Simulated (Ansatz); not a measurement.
Input

```
crystal:
  periodic: [false, false, false]
  atoms:
    - {symbol: B, position_ang: [-0.062903, -0.750537, -0.361351]}
    - {symbol: N, position_ang: [0.060527, 0.721895, 0.347588]}
    - {symbol: H, position_ang: [0.258028, -1.545751, 0.495542]}
    - {symbol: H, position_ang: [-1.224103, -0.848038, -0.695620]}
    - {symbol: H, position_ang: [-0.184148, 1.459611, -0.304918]}
    - {symbol: H, position_ang: [0.705169, -0.719351, -1.298753]}
    - {symbol: H, position_ang: [-0.560296, 0.791980, 1.147290]}
    - {symbol: H, position_ang: [1.007826, 0.890190, 0.670322]}
basis:
  gaussian: {orbitals: def2-TZVPP}
hamiltonian: {xc: pbe0, dispersion: d4}
output: {orbitals: {seedname: orbitals}}
```

Launched as:

```sh
ansatz run in.yaml --threads 2 --pin off --events-out ev --progress --plain --max-ram 4352MiB
```

The product side of a reaction path; geometry: PBE0-D4/def2-TZVP.

Level of theory: RKS PBE0-D4/def2-TZVPP (Ansatz).

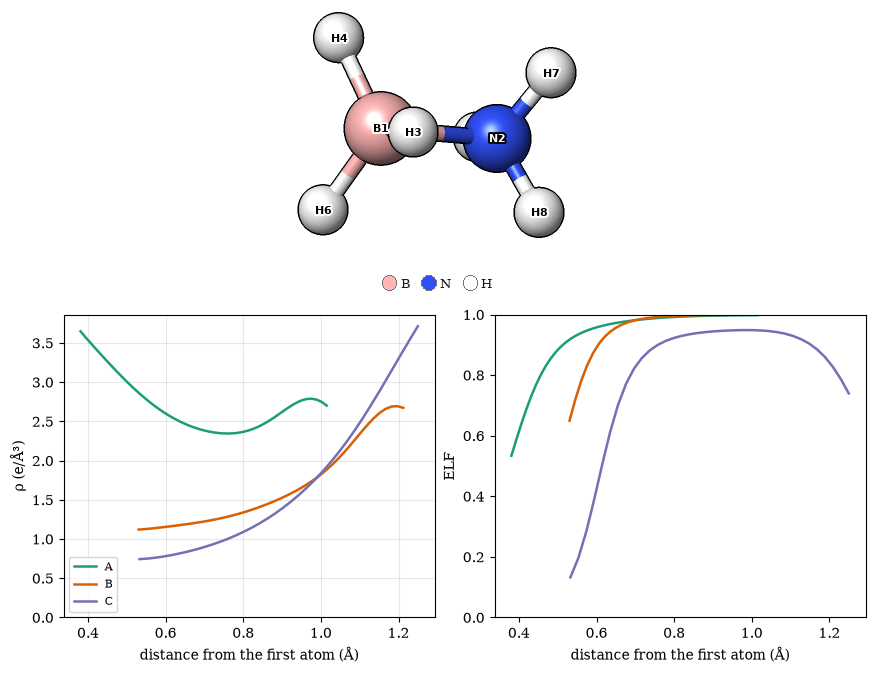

BH$_{6}$N. Electron density and electron localisation function along straight lines between neighbouring atoms. The curves leave out the atomic cores. The structure is drawn too.

Q: Which curve belongs to which contact (B–H, B–N and N–H)? The first atom named is at distance zero.

A: Curve A: N–H (1.01 Å): ρ is about 3 e/Å³ halfway; the ELF climbs to about 1 towards the hydrogen, as it does in any bond to H (a covalent bond by its length). Curve B: B–H (1.21 Å): ρ at the midpoint is about 1.2 e/Å³; the ELF climbs to about 1 towards the hydrogen: a covalent bond by its length. Curve C: B–N (1.64 Å): ρ at the midpoint is about 1.1 e/Å³; the ELF peaks at about 0.95 between the atoms, as expected for a shared but strongly polarised pair.
